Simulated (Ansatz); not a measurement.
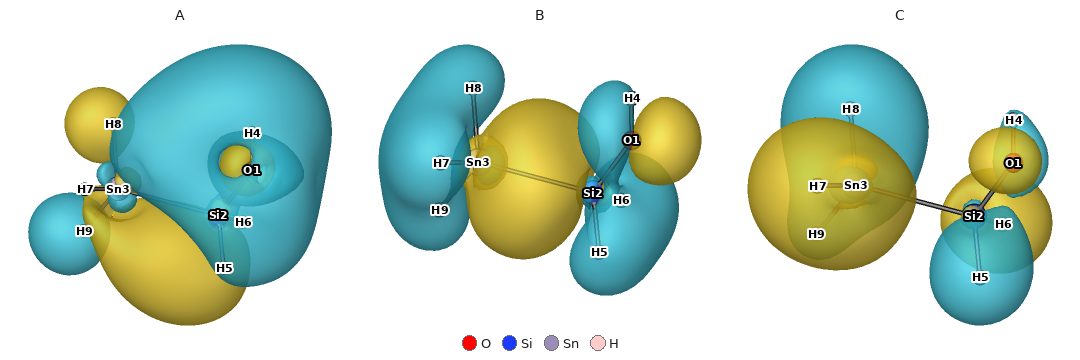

Figure 1: H₆OSiSn. Three frontier orbitals at ±0.05 Å⁻³ᐟ² (yellow and cyan are the two phases), in no order.

Geometry: r2SCAN-D4/def2-SVP; core potentials replace the inner electrons of Sn.

These are results of isolated molecule in a Gaussian basis; Kohn-Sham density functional theory, functional PBE0 (Ansatz 0.2.0), not measurements.

```yaml
atoms:
  - { symbol: O, position_ang: [0.6816, -0.3534, 1.0927] }
  - { symbol: Si, position_ang: [-0.2518, -0.0082, -0.2535] }
  - { symbol: Sn, position_ang: [-0.5099, 2.5376, -0.5804] }
  - { symbol: H, position_ang: [1.5740, 0.0119, 1.1004] }
  - { symbol: H, position_ang: [-1.5755, -0.6395, 0.0021] }
  - { symbol: H, position_ang: [0.3239, -0.6034, -1.5041] }
  - { symbol: H, position_ang: [-1.3789, 3.2564, 0.7113] }
  - { symbol: H, position_ang: [1.0370, 3.2860, -0.6260] }
  - { symbol: H, position_ang: [-1.3139, 2.9314, -2.0437] }
```

**Which picture is the HOMO−1, the HOMO and the LUMO?**

C is the HOMO−1 (−8.95 eV). It lies mainly on Sn3 (about 35 %), H7 (about 25 %), H8 (about 20 %) and Si2 (about 5 %). B is the HOMO (−7.62 eV). By Hirshfeld shares it lies mainly on Sn3 (about 35 %), Si2 (about 30 %), O1 (about 15 %) and H6 (about 5 %). A is the LUMO (−0.81 eV). By Hirshfeld shares it lies mainly on Si2 (about 35 %), Sn3 (about 20 %), H4 (about 15 %) and O1 (about 10 %).

**What is the HOMO–LUMO gap?**

6.81 eV between the orbital energies.
